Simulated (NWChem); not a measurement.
# InH3Cl− (SMILES [H][In-]([H])([H])[Cl]) at revM11/STO-6G

Aim: the vertical singlet–triplet gap of InH3Cl− at revM11/STO-6G, from 2 runs. 

The calculation is run with NWChem 7.3.0.

5 further runs of the same task are left out: 2 that didn't finish, 3 set aside as unsound or not needed.

## 1. The system as given

InH3Cl− has 5 atoms, charge -1, and is taken as a singlet. SMILES: `[H][In-]([H])([H])[Cl]`. Geometry: a GFN2-xTB relaxation, a rough one for these elements and not checked as a minimum.

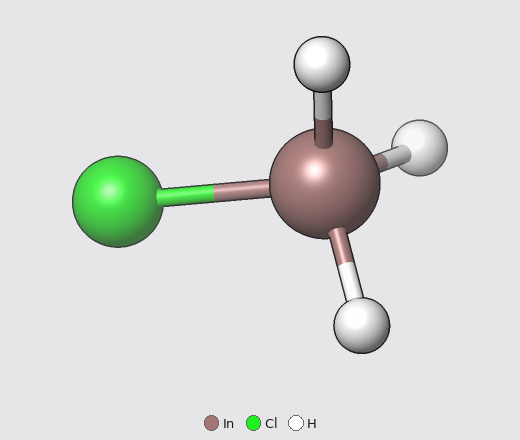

The structure, seen from a chosen angle (indium brown, chlorine green, hydrogen white).

## 2. Energy and gradient at revM11/STO-6G

clh3in.nw reads:

```
start clh3in
memory 2200 mb
charge -1
geometry noautosym nocenter
zmatrix
  In
  Cl 1 2.339482
  H 1 1.696865 2 106.60595
  H 1 1.695885 3 111.90013 2 116.3316
  H 1 1.696521 4 112.20044 3 -127.19058
end
end
basis "ao basis" spherical bse
* library STO-6G
end
dft
xc revm11
grid medium
maxiter 150
mulliken
end
task dft gradient
```

Command:

```
nwchem clh3in.nw > clh3in.out
```

Log:

```text
[...]
          Wavefunction type:  closed shell.
          No. of atoms     :     5
          No. of electrons :    70
[...]
          Charge           :    -1
          Spin multiplicity:     1
[...]
          AO basis - number of functions:    39
[...]
              XC Information
              --------------
                       revM11 Method XC Functional
                     Hartree-Fock (Exact) Exchange  1.000
                        revM11 Exchange Functional  1.000
                      revM11 Correlation Potential  1.000
[...]
 d= 0,ls=0.0,diis     1  -6174.9950698717 -6.42D+03  2.38D-02  3.35D-01     2.0
[...]
 d= 0,ls=0.0,diis     6  -6175.0684239766 -2.60D-07  8.63D-06  7.48D-09     9.2
         Total DFT energy =    -6175.068423976552
      One electron energy =    -9047.706172952068
           Coulomb energy =     2817.060645723809
    Exchange-Corr. energy =     -187.539200728191
 Nuclear repulsion energy =      243.116303979898
[...]
      Total Density - Mulliken Population Analysis
     ---------------------------------------------
    Atom       Charge   Shell Charges
 -----------   ------   -------------------------------------------------------
    1 In  49    48.73   2.00  2.00  6.00  2.00  5.99  2.00  5.98  0.96  2.02  9.99  9.77
    2 Cl  17    17.59   2.00  2.00  5.99  1.98  5.62
    3 H    1     1.23   1.23
    4 H    1     1.23   1.23
    5 H    1     1.23   1.23
[...]
  wavefunction    = closed shell
[...]
                         DFT ENERGY GRADIENTS
    atom               coordinates                        gradient
                 x          y          z           x          y          z
   1 In      0.000000   0.000000   0.000000   -0.000231  -0.000118   0.037404
   2 Cl      0.000000   0.000000   4.420980    0.000051   0.000009  -0.004884
   3 H       3.072871   0.000000  -0.916410    0.029273   0.000135  -0.010758
   4 H      -1.522424   2.664965  -0.922313   -0.014348   0.025388  -0.010873
   5 H      -1.540695  -2.655992  -0.922031   -0.014744  -0.025414  -0.010889
[...]
```

Run time: 17 s. Hardware: 1 thread of AMD EPYC 9R45 (Zen 5), shared host; peak memory 0.14 GiB.

## 3. The triplet at the same level

clh3in.nw reads:

```
echo
start clh3in
memory total 2200 mb
charge -1

geometry units angstroms noautosym nocenter noautoz
 In    -0.002150     0.000620    -0.175700
 Cl     0.012800    -0.020350     2.163640
 H      1.620790     0.013380    -0.670930
 H     -0.818090     1.410990    -0.645940
 H     -0.813350    -1.404640    -0.671060
end

basis spherical bse
 * library STO-6G
end

dft
 xc revm11
 mult 3
 grid medium
 maxiter 150
 mulliken
 print low
end

task dft gradient
```

Command:

```
nwchem clh3in.nw > clh3in.out
```

Log:

```text
[...]
 d= 0,ls=0.0,diis     1  -6174.4299123029 -6.42D+03  3.10D-02  2.41D-01     2.1
[...]
 d= 0,ls=0.0,diis    40  -6174.7413601923  5.28D-10  5.97D-07  6.88D-13    63.5
[...]
         Total DFT energy =    -6174.741360192255
      One electron energy =    -9041.856473796935
           Coulomb energy =     2811.216916473389
    Exchange-Corr. energy =     -187.218128715796
 Nuclear repulsion energy =      243.116325847087
[...]
      Total Density - Mulliken Population Analysis
     ---------------------------------------------
    Atom       Charge   Shell Charges
 -----------   ------   -------------------------------------------------------
    1 In  49    49.01   2.00  2.00  6.00  2.00  5.99  2.00  5.99  1.06  2.49  9.98  9.49
    2 Cl  17    17.47   2.00  2.00  5.99  1.98  5.50
    3 H    1     1.16   1.16
    4 H    1     1.16   1.16
    5 H    1     1.20   1.20
[...]
      <S2> =      2.0022 (Exact =     2.0000)
[...]
                         DFT ENERGY GRADIENTS
    atom               coordinates                        gradient
                 x          y          z           x          y          z
   1 In     -0.004063   0.001172  -0.332025    0.001059  -0.000735   0.117631
   2 Cl      0.024188  -0.038456   4.088687   -0.000524   0.000851  -0.109486
   3 H       3.062849   0.025285  -1.267874    0.044827  -0.009517  -0.002670
   4 H      -1.545966   2.666384  -1.220650   -0.031081   0.030693  -0.002494
   5 H      -1.537009  -2.654385  -1.268120   -0.014280  -0.021292  -0.002981
 Task  times  cpu:       70.1s     wall:       70.1s
 Total times  cpu:       70.2s     wall:       70.2s
```

Run time: 71 s. Hardware: 1 thread of AMD EPYC 9R45 (Zen 5), shared host; peak memory 0.14 GiB.

## 4. What came out

At revM11/STO-6G:

| quantity | value |
| --- | --- |
| singlet: total energy | -6175.06842 Eh |
| singlet: HOMO energy | -1.24 eV |
| singlet: LUMO energy | 14.66 eV |
| singlet: HOMO–LUMO gap (to an unbound level, set by the basis) | 15.89 eV |
| singlet: largest force on an atom | 1.923 eV/Å |
| triplet: total energy | -6174.74136 Eh |
| triplet: ⟨S²⟩ | 2.002 |
| triplet: largest force on an atom | 6.049 eV/Å |
| vertical energy of the triplet above the singlet | 8.900 eV |

**Reading.** At this shape the triplet lies 8.90 eV (859 kJ/mol) above the singlet. For an anion a state so high probably lies above electron detachment. The largest force (singlet) is 1.92 eV/Å: the shape isn't a stationary point for this species at this level. In a minimal basis such a difference can be off by several eV, whatever the method. Mulliken charges (singlet) run from -0.59 on Cl2 to +0.27 on In1; they depend strongly on the basis. Relativity is left out (singlet) although the molecule holds a heavy atom. Mulliken charges (triplet) run from -0.47 on Cl2 to -0.01 on In1; they depend strongly on the basis.
